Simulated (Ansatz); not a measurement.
# Molecular dynamics, with input and output: C2H8FNSi (part 5 of 5)

The same run, continued: C2H8FNSi; RKS PBE-D4/STO-3G (Ansatz 0.2.0). It belongs to a series of runs on one base structure; here: dynamics from the start.

Geometry of the input (Å):
```
Si -0.0280  0.0271  0.0218
H  -0.8383  -0.7352  0.9718
H  1.3045  0.3158  0.5520
N  -0.8379  1.5984  -0.1803
C  -2.2789  1.5399  -0.5928
H  -2.8146  0.8082  0.0471
H  -2.7491  2.5374  -0.4486
H  -2.4410  1.2497  -1.6617
C  -0.1029  2.6082  -1.0109
H  -0.1104  2.3945  -2.1096
H  -0.5600  3.6121  -0.8687
H  0.9545  2.6582  -0.6776
F  0.1198  -0.8364  -1.3825
```

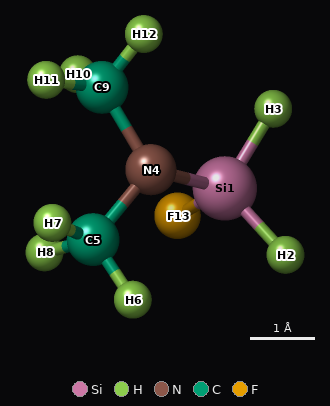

*The geometry at step 147 of the log (ball-and-stick view, seen at a tilt; atoms are numbered from 1 in the order of the input).*

**Trajectory as extended XYZ, continued**
```
13
Properties=species:S:1:pos:R:3:forces:R:3 step=142 time_fs=35.5 energy=-14101.24129 temperature=145.1
Si   -0.0026    0.0293    0.0468    0.3465   0.4731   0.8571
H    -0.6626   -0.7534    1.1045   -0.0997   0.1440  -0.2318
H     1.3285    0.4763    0.5656   -0.5564  -0.3077  -0.4717
N    -0.8957    1.5538   -0.2230    0.2569   1.1383  -0.1033
C    -2.3080    1.4896   -0.7090   -0.7872  -0.8086  -1.4501
H    -2.9271    0.8262    0.0104    0.7483   0.7798  -1.2661
H    -2.8071    2.5112   -0.8007    0.6431  -0.7132   0.5836
H    -2.3207    1.0963   -1.8166   -0.5602   0.0801   1.6901
C    -0.0979    2.5748   -1.0332    0.6121  -0.0439  -0.6972
H     0.4623    2.1437   -1.9481   -1.0297   0.4244   0.6731
H    -0.7101    3.4784   -1.3704    0.3564  -1.1549   0.3915
H     0.7270    2.9636   -0.3959   -0.0692   0.0817   0.1912
F     0.1058   -0.8915   -1.3148    0.1390  -0.0930  -0.1664
13
Properties=species:S:1:pos:R:3:forces:R:3 step=145 time_fs=36.2 energy=-14101.25093 temperature=138.6
Si   -0.0021    0.0279    0.0491    0.0948   0.4307   0.8014
H    -0.6554   -0.7537    1.1153   -0.1073   0.1597  -0.3029
H     1.3135    0.4732    0.5763   -0.3262  -0.2383  -0.4395
N    -0.8965    1.5548   -0.2253    0.3332   0.9591   0.0075
C    -2.3068    1.4868   -0.7113   -0.8685  -1.1498  -0.9615
H    -2.9343    0.8153    0.0093    0.9397   0.9560  -1.4114
H    -2.8004    2.4978   -0.7972    0.4500  -0.3438   0.5610
H    -2.3241    1.1016   -1.8069   -0.5273  -0.0723   1.3335
C    -0.0982    2.5722   -1.0337   -0.0920   0.2886  -1.0142
H     0.4613    2.1481   -1.9420   -0.9187   0.3079   0.4855
H    -0.7162    3.4836   -1.3773    0.5076  -1.4493   0.4675
H     0.7090    2.9740   -0.4077    0.3706   0.2147   0.5658
F     0.1048   -0.8911   -1.3165    0.1442  -0.0632  -0.0928
13
Properties=species:S:1:pos:R:3:forces:R:3 step=147 time_fs=36.8 energy=-14101.26917 temperature=151.7
Si   -0.0015    0.0271    0.0507   -0.1246   0.3936   0.7365
H    -0.6507   -0.7532    1.1222   -0.1146   0.1646  -0.3436
H     1.3022    0.4700    0.5814   -0.1220  -0.1724  -0.3922
N    -0.8971    1.5555   -0.2268    0.3970   0.8295   0.0876
C    -2.3062    1.4846   -0.7130   -0.8040  -1.3352  -0.6019
H    -2.9362    0.8101    0.0048    0.9879   0.9922  -1.4125
H    -2.7946    2.4871   -0.7932    0.2783  -0.0190   0.5362
H    -2.3266    1.1059   -1.7969   -0.5063  -0.2080   0.9759
C    -0.0983    2.5705   -1.0340   -0.4999   0.4376  -1.0976
H     0.4574    2.1520   -1.9376   -0.7886   0.2022   0.3163
H    -0.7191    3.4824   -1.3808    0.5334  -1.5210   0.4835
H     0.6978    2.9818   -0.4135    0.6161   0.2846   0.7617
F     0.1043   -0.8907   -1.3174    0.1473  -0.0487  -0.0500
13
Properties=species:S:1:pos:R:3:forces:R:3 step=150 time_fs=37.5 energy=-14101.30715 temperature=168.0
Si   -0.0008    0.0262    0.0532   -0.4681   0.3526   0.6011
H    -0.6446   -0.7515    1.1309   -0.1346   0.1577  -0.3828
H     1.2851    0.4655    0.5878    0.2075  -0.0666  -0.3033
N    -0.8979    1.5574   -0.2290    0.4869   0.5995   0.2192
C    -2.3054    1.4809   -0.7156   -0.5824  -1.4606  -0.0239
H    -2.9354    0.8058   -0.0084    0.9471   0.9161  -1.2547
H    -2.7857    2.4710   -0.7842    0.0066   0.4864   0.4774
H    -2.3314    1.1107   -1.7775   -0.4719  -0.4363   0.2654
C    -0.0987    2.5683   -1.0345   -0.9113   0.5943  -0.9755
H     0.4484    2.1591   -1.9297   -0.5201   0.0028  -0.0106
H    -0.7206    3.4738   -1.3848    0.4516  -1.4407   0.4528
H     0.6839    2.9950   -0.4182    0.8371   0.3238   0.9230
F     0.1037   -0.8898   -1.3188    0.1516  -0.0289   0.0119
```
